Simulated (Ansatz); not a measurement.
# Silicon, dhcp under r²SCAN: structure, energy and stiffness, part 2 of 2

The plan for silicon in the dhcp structure: relax it, solve it on a dense k-mesh, then scale the cell to 7 volumes from 88 to 112 % of the relaxed one and try a fit of the equation of state. Spin polarisation is left out. The k-meshes are 13×13×4 for the relaxation; 18×18×5 for the dense run; 15×15×4 for the volumes.

Ansatz 0.2.0; DFT, r2SCAN, plane waves (500 eV) with PAW, scalar-relativistic. The steps go on from the part before.

### 6 The cell scaled to 96 % of its volume

input.yaml reads:

```yaml
crystal:
  lattice:
    - [2.6392070463, 0.0, 0.0]
    - [-1.3196035232, 2.285620348, 0.0]
    - [0.0, 0.0, 8.7669220239]
  atoms:
    - { symbol: Si, position: [0.0, 1.0, 0.0] }
    - { symbol: Si, position: [0.0, 1.0, 0.5] }
    - { symbol: Si, position: [0.3333333333, 0.6666666667, 0.25] }
    - { symbol: Si, position: [0.6666666667, 0.3333333333, 0.75] }
hamiltonian:
  xc: r2scan
  pseudopotentials:
    kind: paw
    azcp:
      Si: "pseudopotentials/Si.paw.azcp"
basis:
  ecutwfc: 500
  fft_grid_basis: typed
kpoints:
  mp_grid: { grid: [15, 15, 4], shift: [0, 0, 0] }
magnetization:
  spin_polarized: false
scf:
  occupations: { method: fermi_dirac, width: 0.1 }
  lower_state_search: "off"
output:
  stress: true
```

On the command line:

```sh
$ ansatz run input.yaml --threads 1 --pin off --max-ram 3584MiB --backend cpu --events-out ev --progress --plain --runs-dir out
```

The log of the run, cut to the lines that bear on the results:

```text
[...]
Pseudopotentials: kind: paw
Pseudopotential: Si, paw, valence charge 4, recommended cutoff 500 eV (meta_gga), <dir>
Functional definition: r2SCAN
[...]
Crystal: 4 atoms, lattice volume = 52.884 Å³
Basis set: ecut = 500 eV, 1363 PW (Γ), exchange–correlation on 80×80×256 points (64 copies of the dense FFT grid, shifted against one another)
Bands: 12, of which v1, the nominal top of the filled ones, is band 8 counted from 1 (7 counted from 0)
Symmetry: 24 space group operations
Space group: P63/mmc (ITA 194), of the structure as read, at distance tolerance 3.8e-5 Å
k-points: 81 of 900
[...]
SCF iter   1: F=-2553.382274 eV  HF=-2553.347717 eV  |F-HF|=3.46e-2  |Δ(HF+E_count)|=         —  Δρ=7.65e-3  dr2=2.81e-2  dr2_τ=2.43e-2  ethr=1.77e-3  ⟨swp⟩=6.1  Hψ=15576  notcnv=0  defer=2
[...]
SCF iter   7: F=-2553.385684 eV  HF=-2553.385684 eV  |F-HF|=9.92e-8  |Δ(HF+E_count)|=   2.28e-6  Δρ=9.57e-6  dr2=3.22e-8  dr2_τ=2.77e-10  ethr=6.25e-10  ⟨swp⟩=4.9  Hψ=3868  notcnv=0
[...]
SCF converged after 7 iterations
Free energy (F): -2553.385684 eV
[...]
E sigma→0 (E₀):  -2553.359256 eV
Entropy (-TS):   -0.052855 eV (-13.214 meV/atom)
Fermi energy:    12.072254 eV
[...]
--- Stress (GPa, compression-positive) ---
        2.683905      -0.000000       0.000000
       -0.000000       2.683905       0.000000
        0.000000       0.000000       5.986303
  P = ⅓ Tr σ = 3.7847 GPa (37.847 kbar)
```

Wall time 12 s (1 thread of Intel Xeon Platinum 8259CL at 2.50GHz (Skylake/Cascade Lake), shared host); peak memory 0.69 GiB.

### 7 The cell scaled to 100 % of its volume

input.yaml: that of step 6 with these lines changed.

```diff
@@ -2,5 +2,5 @@
   lattice:
-    - [2.6392070463, 0.0, 0.0]
-    - [-1.3196035232, 2.285620348, 0.0]
-    - [0.0, 0.0, 8.7669220239]
+    - [2.6753650607, 0.0, 0.0]
+    - [-1.3376825303, 2.3169341069, 0.0]
+    - [0.0, 0.0, 8.8870317714]
   atoms:
```

On the command line:

```sh
$ ansatz run input.yaml --threads 1 --pin off --max-ram 3584MiB --backend cpu --events-out ev --progress --plain --runs-dir out
```

The log of the run, cut to the lines that bear on the results:

```text
[...]
[... 3 set-up lines as earlier in the session ...]
[...]
Crystal: 4 atoms, lattice volume = 55.088 Å³
Basis set: ecut = 500 eV, 1389 PW (Γ), exchange–correlation on 80×80×288 points (64 copies of the dense FFT grid, shifted against one another)
Bands: 12, of which v1, the nominal top of the filled ones, is band 8 counted from 1 (7 counted from 0)
[... 2 set-up lines as earlier in the session ...]
k-points: 81 of 900
[...]
SCF iter   1: F=-2553.405728 eV  HF=-2553.372807 eV  |F-HF|=3.29e-2  |Δ(HF+E_count)|=         —  Δρ=6.99e-3  dr2=2.49e-2  dr2_τ=1.89e-2  ethr=1.77e-3  ⟨swp⟩=6.0  Hψ=15487  notcnv=0  defer=3
[...]
SCF iter   7: F=-2553.409307 eV  HF=-2553.409307 eV  |F-HF|=4.41e-8  |Δ(HF+E_count)|=   1.56e-6  Δρ=5.77e-6  dr2=1.25e-8  dr2_τ=1.04e-10  ethr=6.25e-10  ⟨swp⟩=4.9  Hψ=3817  notcnv=0
[...]
SCF converged after 7 iterations
Free energy (F): -2553.409307 eV
[...]
E sigma→0 (E₀):  -2553.381541 eV
Entropy (-TS):   -0.055532 eV (-13.883 meV/atom)
Fermi energy:    11.473713 eV
[...]
--- Stress (GPa, compression-positive) ---
       -1.246584      -0.000000       0.000000
        0.000000      -1.246584       0.000000
        0.000000       0.000000       1.948428
  P = ⅓ Tr σ = -0.1816 GPa (-1.816 kbar)
```

Wall time 13 s (1 thread of Intel Xeon Platinum 8259CL at 2.50GHz (Skylake/Cascade Lake), shared host); peak memory 0.65 GiB.

### 8 The cell scaled to 104 % of its volume

input.yaml: that of step 7 with these lines changed.

```diff
@@ -2,5 +2,5 @@
   lattice:
-    - [2.6753650607, 0.0, 0.0]
-    - [-1.3376825303, 2.3169341069, 0.0]
-    - [0.0, 0.0, 8.8870317714]
+    - [2.7105712699, 0.0, 0.0]
+    - [-1.3552856349, 2.3474235785, 0.0]
+    - [0.0, 0.0, 9.0039798113]
   atoms:
```

On the command line:

```sh
$ ansatz run input.yaml --threads 1 --pin off --max-ram 3584MiB --backend cpu --events-out ev --progress --plain --runs-dir out
```

The log of the run, cut to the lines that bear on the results:

```text
[...]
[... 3 set-up lines as earlier in the session ...]
[...]
Crystal: 4 atoms, lattice volume = 57.291 Å³
Basis set: ecut = 500 eV, 1401 PW (Γ), exchange–correlation on 80×80×288 points (64 copies of the dense FFT grid, shifted against one another)
Bands: 12, of which v1, the nominal top of the filled ones, is band 8 counted from 1 (7 counted from 0)
[... 2 set-up lines as earlier in the session ...]
k-points: 81 of 900
[...]
SCF iter   1: F=-2553.380816 eV  HF=-2553.349168 eV  |F-HF|=3.16e-2  |Δ(HF+E_count)|=         —  Δρ=6.44e-3  dr2=2.23e-2  dr2_τ=1.48e-2  ethr=1.77e-3  ⟨swp⟩=6.0  Hψ=15389  notcnv=0  defer=2
[...]
SCF iter   7: F=-2553.384758 eV  HF=-2553.384758 eV  |F-HF|=3.29e-8  |Δ(HF+E_count)|=   1.35e-6  Δρ=4.44e-6  dr2=7.90e-9  dr2_τ=5.16e-11  ethr=6.25e-10  ⟨swp⟩=4.9  Hψ=3844  notcnv=0
[...]
SCF converged after 7 iterations
Free energy (F): -2553.384758 eV
[...]
E sigma→0 (E₀):  -2553.355774 eV
Entropy (-TS):   -0.057968 eV (-14.492 meV/atom)
Fermi energy:    10.914200 eV
[...]
--- Stress (GPa, compression-positive) ---
       -4.250958       0.000000      -0.000000
        0.000000      -4.250958      -0.000000
       -0.000000      -0.000000      -1.291327
  P = ⅓ Tr σ = -3.2644 GPa (-32.644 kbar)
```

Run time: 17 s. Hardware: 1 thread of Intel Xeon Platinum 8259CL at 2.50GHz (Skylake/Cascade Lake), shared host; peak memory 0.66 GiB.

### 9 The cell scaled to 108 % of its volume

input.yaml: that of step 8 with these lines changed.

```diff
@@ -2,5 +2,5 @@
   lattice:
-    - [2.7105712699, 0.0, 0.0]
-    - [-1.3552856349, 2.3474235785, 0.0]
-    - [0.0, 0.0, 9.0039798113]
+    - [2.7448859414, 0.0, 0.0]
+    - [-1.3724429707, 2.3771409557, 0.0]
+    - [0.0, 0.0, 9.1179663399]
   atoms:
```

On the command line:

```sh
$ ansatz run input.yaml --threads 1 --pin off --max-ram 3584MiB --backend cpu --events-out ev --progress --plain --runs-dir out
```

The log of the run, cut to the lines that bear on the results:

```text
[...]
[... 3 set-up lines as earlier in the session ...]
[...]
Crystal: 4 atoms, lattice volume = 59.495 Å³
Basis set: ecut = 500 eV, 1473 PW (Γ), exchange–correlation on 96×96×288 points (64 copies of the dense FFT grid, shifted against one another)
Bands: 12, of which v1, the nominal top of the filled ones, is band 8 counted from 1 (7 counted from 0)
[... 2 set-up lines as earlier in the session ...]
k-points: 81 of 900
[...]
SCF iter   1: F=-2553.318047 eV  HF=-2553.287484 eV  |F-HF|=3.06e-2  |Δ(HF+E_count)|=         —  Δρ=5.99e-3  dr2=2.03e-2  dr2_τ=1.15e-2  ethr=1.77e-3  ⟨swp⟩=6.1  Hψ=15394  notcnv=0  defer=2
[...]
SCF iter   7: F=-2553.322403 eV  HF=-2553.322403 eV  |F-HF|=2.77e-8  |Δ(HF+E_count)|=   1.26e-6  Δρ=4.00e-6  dr2=7.00e-9  dr2_τ=4.07e-11  ethr=6.25e-10  ⟨swp⟩=4.9  Hψ=3878  notcnv=0
[...]
SCF converged after 7 iterations
Free energy (F): -2553.322403 eV
[...]
E sigma→0 (E₀):  -2553.292497 eV
Entropy (-TS):   -0.059813 eV (-14.953 meV/atom)
Fermi energy:    10.391738 eV
[...]
--- Stress (GPa, compression-positive) ---
       -6.596043       0.000000       0.000000
        0.000000      -6.596043       0.000000
        0.000000       0.000000      -3.944632
  P = ⅓ Tr σ = -5.7122 GPa (-57.122 kbar)
```

Wall time 19 s (1 thread of Intel Xeon Platinum 8259CL at 2.50GHz (Skylake/Cascade Lake), shared host); peak memory 0.72 GiB.

### 10 The cell scaled to 112 % of its volume

input.yaml: that of step 9 with these lines changed.

```diff
@@ -2,5 +2,5 @@
   lattice:
-    - [2.7448859414, 0.0, 0.0]
-    - [-1.3724429707, 2.3771409557, 0.0]
-    - [0.0, 0.0, 9.1179663399]
+    - [2.7783634596, 0.0, 0.0]
+    - [-1.3891817298, 2.4061333369, 0.0]
+    - [0.0, 0.0, 9.2291720112]
   atoms:
```

On the command line:

```sh
$ ansatz run input.yaml --threads 1 --pin off --max-ram 3584MiB --backend cpu --events-out ev --progress --plain --runs-dir out
```

The log of the run, cut to the lines that bear on the results:

```text
[...]
[... 3 set-up lines as earlier in the session ...]
[...]
Crystal: 4 atoms, lattice volume = 61.698 Å³
Basis set: ecut = 500 eV, 1533 PW (Γ), exchange–correlation on 96×96×288 points (64 copies of the dense FFT grid, shifted against one another)
Bands: 12, of which v1, the nominal top of the filled ones, is band 8 counted from 1 (7 counted from 0)
[... 1 set-up line as earlier in the session ...]
Space group: P63/mmc (ITA 194), of the structure as read, at distance tolerance 4.0e-5 Å
k-points: 81 of 900
[...]
SCF iter   1: F=-2553.225133 eV  HF=-2553.195659 eV  |F-HF|=2.95e-2  |Δ(HF+E_count)|=         —  Δρ=5.62e-3  dr2=1.87e-2  dr2_τ=8.95e-3  ethr=1.77e-3  ⟨swp⟩=6.0  Hψ=15300  notcnv=0  defer=2
[...]
SCF iter   7: F=-2553.229920 eV  HF=-2553.229920 eV  |F-HF|=2.12e-8  |Δ(HF+E_count)|=   1.15e-6  Δρ=3.52e-6  dr2=6.07e-9  dr2_τ=3.14e-11  ethr=6.25e-10  ⟨swp⟩=4.9  Hψ=3902  notcnv=0
[...]
SCF converged after 7 iterations
Free energy (F): -2553.229920 eV
[...]
E sigma→0 (E₀):  -2553.198939 eV
Entropy (-TS):   -0.061963 eV (-15.491 meV/atom)
Fermi energy:    9.902455 eV
[...]
--- Stress (GPa, compression-positive) ---
       -8.457435      -0.000000       0.000000
        0.000000      -8.457435      -0.000000
        0.000000      -0.000000      -6.068951
  P = ⅓ Tr σ = -7.6613 GPa (-76.613 kbar)
```

It took 17 s on 1 thread of Intel Xeon Platinum 8259CL at 2.50GHz (Skylake/Cascade Lake), shared host; peak memory 0.73 GiB.

### 11 The equation of state

The cell was scaled evenly, with its shape and the fractional positions fixed.

```
V (Å³/atom)  E − E₀ (meV/atom)  P from the stress (GPa)  P from the fit (GPa)
     12.119               67.5                    15.28                 15.22
     12.670               26.8                     8.84                  8.76
     13.221                5.6                     3.78                  3.70
     13.772                0.1                    -0.18                 -0.26
     14.323                6.5                    -3.26                 -3.36
     14.874               22.3                    -5.71                 -5.79
     15.425               45.7                    -7.66                 -7.69
```

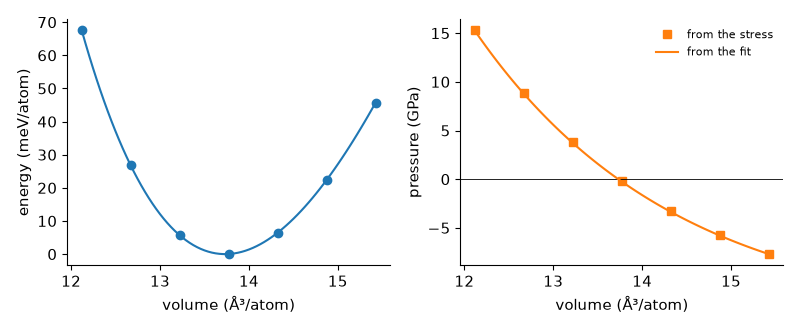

Energy and pressure against volume; the lines are the Birch-Murnaghan fit.

Fit (Birch-Murnaghan, third order): V₀ = 13.732 Å³/atom, B₀ = 89 GPa, B₀′ = 5.1, largest residual 0.05 meV/atom.

The fit is made to E(σ → 0), while the stress belongs to the free energy F; that is one source of the offset between the two pressures.

### 12 Summary of results

What follows sums up all 2 parts.

| quantity | value |
| --- | --- |
| space group (spins left aside) | P6_3/mmc (No. 194) |
| conventional cell | a = 2.675 Å, c = 8.887 Å (c/a = 3.322) |
| volume | 13.772 Å³/atom |
| shortest distance | 2.675 Å |
| gap on the mesh | none (levels filled in part) |
| relative to diamond | +716 meV/atom |
| V₀, B₀, B₀′ | 13.732 Å³/atom, 89 GPa, 5.1 |

In words: The relaxation shrank the cell by 8.3 % in volume. It lies 716 meV/atom above the element's reference form at the same level (diamond, from a run of its own), so it is far from stable. No gap shows: it is a metal or semimetal at this level. B₀ comes out at 89 GPa; letting shape and positions relax at each volume could only lower it. The symmetry was held, so the structure may be unstable against distortions that break it.
